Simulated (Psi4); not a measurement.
**SiNH3Cl (SMILES [NH][SiH2]Cl): UMP2/def2-TZVP (density fitting, density fitting for correlation)**

Aim: the electrostatic solvation energy at fixed shape (ddPCM, cyclohexane) of SiNH3Cl at UMP2/def2-TZVP (density fitting, density fitting for correlation), from 2 runs. 

The calculation is run with Psi4 1.11.

3 further runs of the same task are left out: 1 that didn't finish, 2 set aside as unsound or not needed.

## 1. The structure to begin with

SiNH3Cl: 6 atoms, total charge 0, spin state doublet. As SMILES, `[NH][SiH2]Cl`. The coordinates come from a PBE0-D4/def2-TZVP relaxation. This is one conformer, not always the lowest.

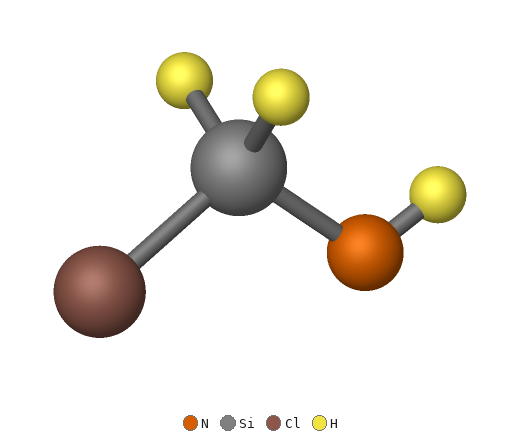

Viewed from a chosen angle; nitrogen orange, silicon grey, chlorine brown, hydrogen yellow.

## 2. The energy at UMP2/def2-TZVP (density fitting, density fitting for correlation)

The input, input.in:

```
memory 1600 MB

molecule {
  0 2
  N     -1.120700    -0.619300    -0.515800
  Si     0.327700     0.083100     0.143100
  Cl     1.532200    -1.405400     0.854900
  H     -1.761400     0.086800    -0.887700
  H      1.072900     0.808700    -0.916500
  H     -0.008600     0.982100     1.275900
  symmetry c1
  no_reorient
  no_com
}

set basis def2-TZVP
set reference uhf
set mp2_type df

e, wfn = energy("mp2", return_wfn=True)
```

On the command line:

```console
$ psi4 -n 1 input.in input.out
```

input.out:

```text
[...]
  Running in c1 symmetry.
[...]
  Nuclear repulsion =  140.520318011058436
[...]
  Multiplicity = 2
[...]
  Nalpha       = 21
  Nbeta        = 20
[...]
    Number of basis functions: 123
[...]
   @DF-UHF iter   1:  -804.45621673586470   -5.25141e-01   4.37145e-03 ADIIS/DIIS
[...]
   @DF-UHF iter  15:  -804.70233339290940   -1.36424e-11   6.38014e-09 DIIS
[...]
   @S^2 Observed:                7.590375408E-01
[...]
    Orbital Energies [Eh]
    ---------------------
    Alpha Occupied:
       1A   -104.826885     2A    -68.828636     3A    -15.598304
       4A    -10.556988     5A     -8.023581     6A     -8.022618
       7A     -8.022594     8A     -6.173556     9A     -4.280802
      10A     -4.279824    11A     -4.279823    12A     -1.170866
      13A     -1.097299    14A     -0.725364    15A     -0.621390
      16A     -0.576841    17A     -0.539636    18A     -0.499333
      19A     -0.482097    20A     -0.465308    21A     -0.450336
    Alpha Virtual:
      22A      0.113836    23A      0.138496    24A      0.173033
      25A      0.182074    26A      0.203695    27A      0.256829
[...]
  @DF-UHF Final Energy:  -804.70233339290940
   => Energetics <=
    Nuclear Repulsion Energy =            140.5203180110584356
    One-Electron Energy =               -1392.1600423046838841
    Two-Electron Energy =                 446.9373909007160819
    Total Energy =                       -804.7023333929093951
  UHF NO Occupations:
  HONO-2 :   19  A 1.9993170
  HONO-1 :   20  A 1.9972076
[...]
 Multipole Moments:
 ------------------------------------------------------------------------------------
     Multipole            Electronic (a.u.)      Nuclear  (a.u.)        Total (a.u.)
 ------------------------------------------------------------------------------------
 L = 1.  Multiply by 2.5417464519 to convert [e a0] to [Debye]
 Dipole X            :        -42.1056151           41.7500972           -0.3555179
 Dipole Y            :         48.5276956          -47.5944532            0.9332424
 Dipole Z            :        -23.6775897           23.4284466           -0.2491432
 Magnitude           :                                                    1.0292748
[...]
```

Run time: 6.6 s. Hardware: 1 thread of AMD EPYC 7R43 (Zen 3), shared host; peak memory 0.24 GiB.

## 3. The energy at UMP2/def2-TZVP (density fitting, density fitting for correlation, ddPCM cyclohexane)

The input, clh3nsi.in:

```
memory 1600 MB

molecule {
  0 2
  N     -1.120700    -0.619300    -0.515800
  Si     0.327700     0.083100     0.143100
  Cl     1.532200    -1.405400     0.854900
  H     -1.761400     0.086800    -0.887700
  H      1.072900     0.808700    -0.916500
  H     -0.008600     0.982100     1.275900
  symmetry c1
  no_reorient
  no_com
}

set {
  basis         def2-TZVP
  reference     uhf
  mp2_type      df
  ddx           true
  ddx_model     pcm
  ddx_solvent   cyclohexane
  ddx_radii_set uff
}

energy('mp2')
```

On the command line:

```console
$ psi4 -n 1 clh3nsi.in clh3nsi.out
```

clh3nsi.out:

```text
[...]
  Running in c1 symmetry.
[...]
  Nuclear repulsion =  140.520318011058436
[...]
  Multiplicity = 2
[...]
  Nalpha       = 21
  Nbeta        = 20
[...]
    Number of basis functions: 123
[...]
   @DF-UHF iter   1:  -804.46594586529193   -5.34844e-01   4.28787e-03 ADIIS/DIIS
[...]
   @DF-UHF iter  16:  -804.70465856648491    5.68434e-13   7.91520e-09 DIIS
[...]
   @S^2 Observed:                7.590509878E-01
[...]
    Orbital Energies [Eh]
    ---------------------
    Alpha Occupied:
       1A   -104.828366     2A    -68.826834     3A    -15.596163
       4A    -10.558575     5A     -8.025176     6A     -8.024223
       7A     -8.024201     8A     -6.171754     9A     -4.279026
      10A     -4.277993    11A     -4.277970    12A     -1.168664
      13A     -1.098951    14A     -0.723496    15A     -0.619226
      16A     -0.574716    17A     -0.540259    18A     -0.498736
      19A     -0.482373    20A     -0.466227    21A     -0.450162
    Alpha Virtual:
      22A      0.120027    23A      0.141306    24A      0.179911
      25A      0.184680    26A      0.205808    27A      0.260084
[...]
  @DF-UHF Final Energy:  -804.70465856648491
   => Energetics <=
    Nuclear Repulsion Energy =            140.5203180110584356
    One-Electron Energy =               -1392.1733636067049247
    Two-Electron Energy =                 446.9508486333364772
    DD Solvation Energy =                 -0.0024616041748857
    Total Energy =                       -804.7046585664849090
  UHF NO Occupations:
  HONO-2 :   19  A 1.9993206
[...]
 Multipole Moments:
 ------------------------------------------------------------------------------------
     Multipole            Electronic (a.u.)      Nuclear  (a.u.)        Total (a.u.)
 ------------------------------------------------------------------------------------
 L = 1.  Multiply by 2.5417464519 to convert [e a0] to [Debye]
 Dipole X            :        -42.1358846           41.7500972           -0.3857874
 Dipole Y            :         48.6148000          -47.5944532            1.0203468
 Dipole Z            :        -23.6994243           23.4284466           -0.2709778
 Magnitude           :                                                    1.1239966
[...]
```

It took 29 s on 1 thread of AMD EPYC 7R43 (Zen 3), shared host; peak memory 0.27 GiB.

## 4. Results

Level: UMP2/def2-TZVP (density fitting, density fitting for correlation).

| quantity | value |
| --- | --- |
| gas phase: total energy | -805.39205 Eh |
| gas phase: HOMO energy (Hartree–Fock orbitals) (highest over α and β) | -11.98 eV |
| gas phase: LUMO energy (Hartree–Fock orbitals) (lowest over α and β) | 1.53 eV |
| gas phase: correlation energy | -689.7 mEh |
| gas phase: ⟨S²⟩ of the reference determinant | 0.759 |
| ddPCM, cyclohexane: total energy | -805.39410 Eh |
| ddPCM, cyclohexane: HOMO energy (Hartree–Fock orbitals) (highest over α and β) | -11.96 eV |
| ddPCM, cyclohexane: LUMO energy (Hartree–Fock orbitals) (lowest over α and β) | 1.59 eV |
| ddPCM, cyclohexane: correlation energy | -689.4 mEh |
| ddPCM, cyclohexane: solvent term in the energy | -6.5 kJ/mol |
| ddPCM, cyclohexane: ⟨S²⟩ of the reference determinant | 0.759 |
| energy change from gas to solvent at fixed shape | -0.056 eV |

What this shows: The solvent model (ddPCM, cyclohexane) lowers the energy by 0.06 eV (−1.3 kcal/mol) at the same shape. It holds the electrostatic part alone, without cavity or dispersion terms.
